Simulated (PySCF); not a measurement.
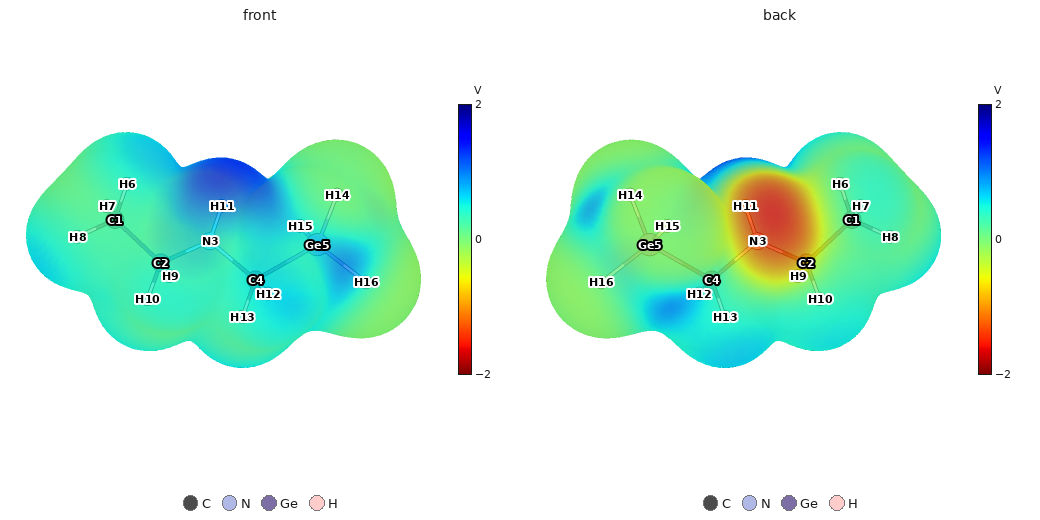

Figure. C₃H₁₁GeN (SMILES CCN[CH2][GeH3]). The electrostatic potential painted on the density surface at 0.002 e/bohr³, seen from the front and from behind; the colour scale runs from red (negative) to blue (positive).

Geometry: GFN2-xTB.

The calculation used B3LYP/def2-SVPD, SCF density, gas phase in PySCF.

| atom | x (Å) | y (Å) | z (Å) |
| --- | --- | --- | --- |
| C | -2.4912 | 0.3931 | -0.4698 |
| C | -1.2466 | -0.4656 | -0.6392 |
| N | -0.0978 | 0.1839 | -0.0348 |
| C | 1.1226 | -0.5880 | -0.1373 |
| Ge | 2.5762 | 0.4563 | 0.6899 |
| H | -2.7462 | 0.4933 | 0.5833 |
| H | -2.3115 | 1.3843 | -0.8770 |
| H | -3.3337 | -0.0557 | -0.9893 |
| H | -1.4229 | -1.4709 | -0.2137 |
| H | -1.0273 | -0.5925 | -1.7043 |
| H | -0.2998 | 0.3615 | 0.9470 |
| H | 1.0369 | -1.5937 | 0.3099 |
| H | 1.3419 | -0.7366 | -1.1987 |
| H | 2.3137 | 0.6439 | 2.1518 |
| H | 2.6711 | 1.8123 | 0.0814 |
| H | 3.9071 | -0.2164 | 0.5665 |

**Which sites attract a positive test charge, and which a negative one?**

A positive charge is drawn to the negative regions and a negative charge to the positive ones. The most negative region (about −1.5 V, or −35 kcal/mol for a unit charge) lies over N3, the most positive (about +1.3 V, or +30 kcal/mol for a unit charge) over H11. N3 is the likeliest acceptor of a hydrogen bond.

**What dipole moment does the calculation give?**

Its dipole moment is 1.28 D.
